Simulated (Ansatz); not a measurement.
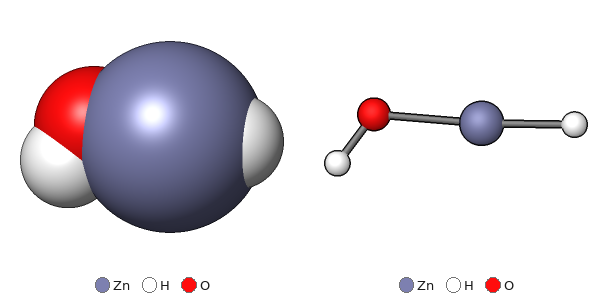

The same structure drawn twice, from different directions.

Identify the structure.

Formula H₂OZn. All atoms lie on one plane. Coordination: 1 Zn linear; 1 O bent.

More results for the same structure follow; atom numbers are the same in all pictures, views and colours differ. The geometry was computed by an optimisation with PBE0-D4/def2-TZVP.

## Thermal motion

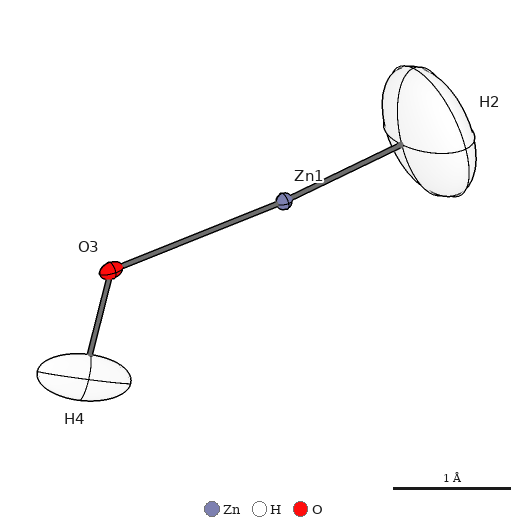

Displacement ellipsoids at the 50 % level, enlarged 2 times, from the internal vibrations of the free molecule (harmonic, no overall translation or rotation; no half-axis is drawn under 0.075 Å). Vibrations computed with RKS PBE0-D4/def2-TZVP (Ansatz 0.2.0). Temperature: 298 K.

Question: Which atom has the largest mean-square displacement?

Answer: H2, with U_eq = 0.0283 Å².

Question: Does H4 move more along its bond or across it?

Answer: Across it: the root-mean-square amplitude is 0.066 Å along the bond and up to 0.157 Å across, since bending and torsion are softer than stretching.

Give the displacement parameters, one line for each set of equivalent atoms.

| atom | U_eq (Å²) | rms amplitudes (Å) |
| --- | --- | --- |
| Zn1 | 0.00005 | 0.005, 0.006, 0.009 |
| H2 | 0.0283 | 0.092, 0.194, 0.197 |
| O3 | 0.00053 | 0.008, 0.013, 0.037 |
| H4 | 0.0099 | 0.024, 0.066, 0.157 |

## Electronic properties

Properties computed with RKS PBE0-D4/def2-TZVPP (Ansatz 0.2.0).

Question: Give the LUMO energy (Kohn–Sham orbital) at this level.

Answer: −0.41 eV.

Question: Estimate the HOMO energy (Kohn–Sham orbital).

Answer: −8.20 eV.

## Vibrations

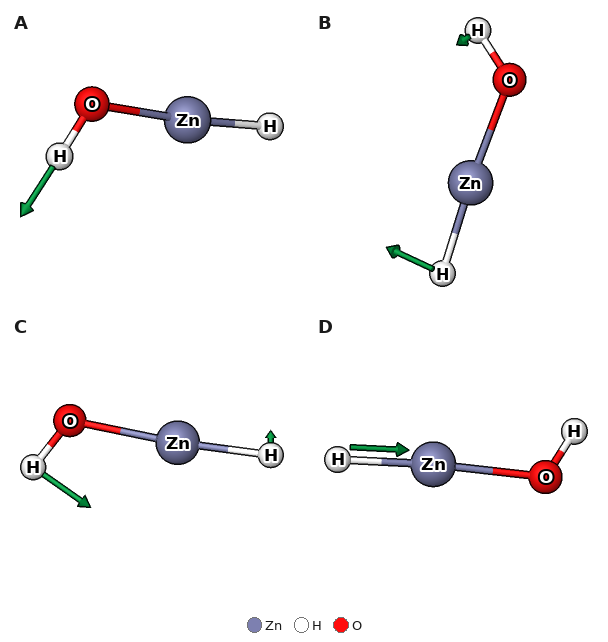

4 normal modes of one molecule or complex, as arrows. Harmonic vibrations computed with RKS PBE0-D4/def2-TZVP (Ansatz 0.2.0) at a stationary point of the same level.

Question: Match the panels to the wavenumbers 471 cm⁻¹, 724 cm⁻¹, 1985 cm⁻¹, 3923 cm⁻¹.

Answer: A: 3923 cm⁻¹, O–H stretching
B: 471 cm⁻¹
C: 724 cm⁻¹, H–O–Zn bending
D: 1985 cm⁻¹, Zn–H stretching

## Charges

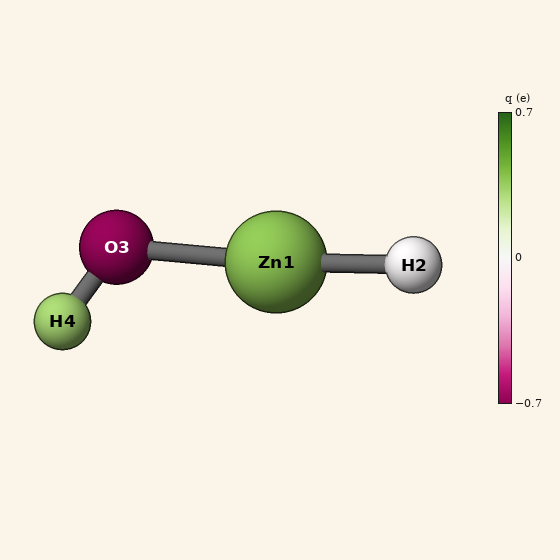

Atoms are coloured by their Mulliken charges. Properties computed with RKS PBE0-D4/def2-TZVP (Ansatz 0.2.0).

Give the Mulliken charges atom by atom.

```tsv
atom	value (e)
Zn1	0.37
H2	−0.01
O3	−0.68
H4	0.32
```

Mulliken values depend strongly on the basis set and can even reverse the polarity of a bond.
